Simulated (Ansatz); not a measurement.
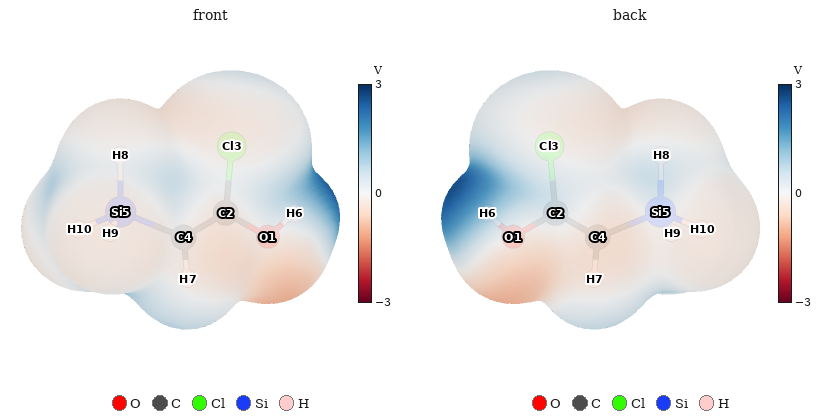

The picture shows: C2H5ClOSi. The molecular electrostatic potential painted on the density surface at 0.001 e/bohr³, seen from the front and from behind; the colour scale runs from red (negative) to blue (positive).

Computed with RHF/def2-SVP (Ansatz 0.2.0).

The calculation's input:

```
crystal:
  periodic: [false, false, false]
  atoms:
    - { symbol: O, position_ang: [-1.7289, 1.6111, 0.3607] }
    - { symbol: C, position_ang: [-0.7758, 0.7372, 0.5525] }
    - { symbol: Cl, position_ang: [-0.3566, 0.441, 2.177] }
    - { symbol: C, position_ang: [-0.1366, 0.1577, -0.5054] }
    - { symbol: Si, position_ang: [1.1236, -1.0979, -0.589] }
    - { symbol: H, position_ang: [-2.0265, 1.9646, 1.242] }
    - { symbol: H, position_ang: [-0.5494, 0.4187, -1.4831] }
    - { symbol: H, position_ang: [1.54432, -1.49856, 0.7669] }
    - { symbol: H, position_ang: [2.27918, -0.6458, -1.42041] }
    - { symbol: H, position_ang: [0.53559, -2.30259, -1.27128] }
basis:
  gaussian: { orbitals: def2-SVP }
hamiltonian:
  xc: hf
relax:
  f_tol: 0.015
  max_steps: 40
output:
  orbitals: {}
```

Command:

```sh
ansatz run input.yaml --threads 1 --pin off --max-ram 2048MiB --backend cpu --events-out ev --progress --plain --runs-dir out
```

The fields are those of the relaxed geometry.

Where is the surface potential most negative and most positive?

The most negative region (about −0.9 V) lies over O1, the most positive (about +2.5 V) over H6. Cl3 shows a σ-hole: about +0.4 V at the tip opposite its bond, against about 0.0 V on its flanks.
